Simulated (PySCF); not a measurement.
```json
{"atom": "Ge", "x (Å)": "0.4885", "y (Å)": "0.0089", "z (Å)": "0.5095"}
{"atom": "H", "x (Å)": "0.2356", "y (Å)": "-0.1762", "z (Å)": "2.0253"}
{"atom": "H", "x (Å)": "2.0053", "y (Å)": "0.2211", "z (Å)": "0.2870"}
{"atom": "N", "x (Å)": "-0.6083", "y (Å)": "1.3456", "z (Å)": "-0.1108"}
{"atom": "C", "x (Å)": "-0.5907", "y (Å)": "2.7398", "z (Å)": "0.3280"}
{"atom": "C", "x (Å)": "0.6444", "y (Å)": "3.4835", "z (Å)": "-0.1981"}
{"atom": "C", "x (Å)": "-1.8573", "y (Å)": "3.4071", "z (Å)": "-0.2121"}
{"atom": "C", "x (Å)": "-0.6073", "y (Å)": "2.7912", "z (Å)": "1.8545"}
{"atom": "H", "x (Å)": "-0.6730", "y (Å)": "1.2888", "z (Å)": "-1.1258"}
{"atom": "H", "x (Å)": "0.6471", "y (Å)": "4.5412", "z (Å)": "0.1107"}
{"atom": "H", "x (Å)": "1.5700", "y (Å)": "3.0180", "z (Å)": "0.1756"}
{"atom": "H", "x (Å)": "0.6741", "y (Å)": "3.4528", "z (Å)": "-1.2992"}
{"atom": "H", "x (Å)": "-1.8760", "y (Å)": "3.3710", "z (Å)": "-1.3137"}
{"atom": "H", "x (Å)": "-1.9137", "y (Å)": "4.4644", "z (Å)": "0.0896"}
{"atom": "H", "x (Å)": "-2.7504", "y (Å)": "2.8834", "z (Å)": "0.1593"}
{"atom": "H", "x (Å)": "0.3114", "y (Å)": "2.3610", "z (Å)": "2.2844"}
{"atom": "H", "x (Å)": "-1.4649", "y (Å)": "2.2274", "z (Å)": "2.2509"}
{"atom": "H", "x (Å)": "-0.6787", "y (Å)": "3.8316", "z (Å)": "2.2048"}
{"atom": "N", "x (Å)": "-0.0785", "y (Å)": "-1.3626", "z (Å)": "-0.5725"}
{"atom": "C", "x (Å)": "0.3941", "y (Å)": "-2.7448", "z (Å)": "-0.5214"}
{"atom": "C", "x (Å)": "-0.1504", "y (Å)": "-3.4838", "z (Å)": "0.7083"}
{"atom": "C", "x (Å)": "-0.0910", "y (Å)": "-3.4429", "z (Å)": "-1.7940"}
{"atom": "C", "x (Å)": "1.9211", "y (Å)": "-2.7576", "z (Å)": "-0.4916"}
{"atom": "H", "x (Å)": "-1.0929", "y (Å)": "-1.3314", "z (Å)": "-0.6588"}
{"atom": "H", "x (Å)": "0.1842", "y (Å)": "-4.5332", "z (Å)": "0.7357"}
{"atom": "H", "x (Å)": "0.1842", "y (Å)": "-2.9960", "z (Å)": "1.6375"}
{"atom": "H", "x (Å)": "-1.2522", "y (Å)": "-3.4801", "z (Å)": "0.7053"}
{"atom": "H", "x (Å)": "-1.1922", "y (Å)": "-3.4356", "z (Å)": "-1.8456"}
{"atom": "H", "x (Å)": "0.2387", "y (Å)": "-4.4929", "z (Å)": "-1.8268"}
{"atom": "H", "x (Å)": "0.2934", "y (Å)": "-2.9215", "z (Å)": "-2.6828"}
{"atom": "H", "x (Å)": "2.3122", "y (Å)": "-2.3076", "z (Å)": "0.4349"}
{"atom": "H", "x (Å)": "2.3291", "y (Å)": "-2.1928", "z (Å)": "-1.3431"}
{"atom": "H", "x (Å)": "2.2995", "y (Å)": "-3.7895", "z (Å)": "-0.5408"}
```

Geometry: PBE0-D3(BJ)/def2-SVP.

The calculation used CAM-B3LYP/def2-SVPD, SCF density, gas phase (PySCF).

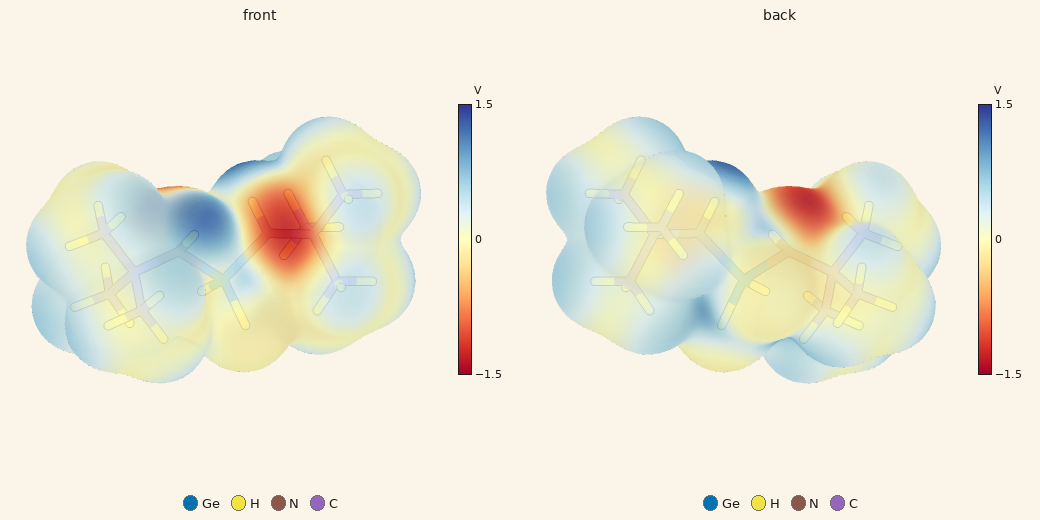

C$_{8}$H$_{22}$GeN$_{2}$ (SMILES [H][Ge]([H])([NH]C(C)(C)C)[NH]C(C)(C)C). The electrostatic potential painted on the density surface at 0.002 e/bohr³, seen from the front and from behind; the colour scale runs from red (negative) to blue (positive).

**Which sites attract a positive test charge, and which a negative one?**

A positive charge is drawn to the negative regions and a negative charge to the positive ones. The most negative region (about −1.2 V, or −28 kcal/mol for a unit charge) lies over N4 and N19, the most positive (about +1.2 V, or +28 kcal/mol for a unit charge) over H9 and H24.
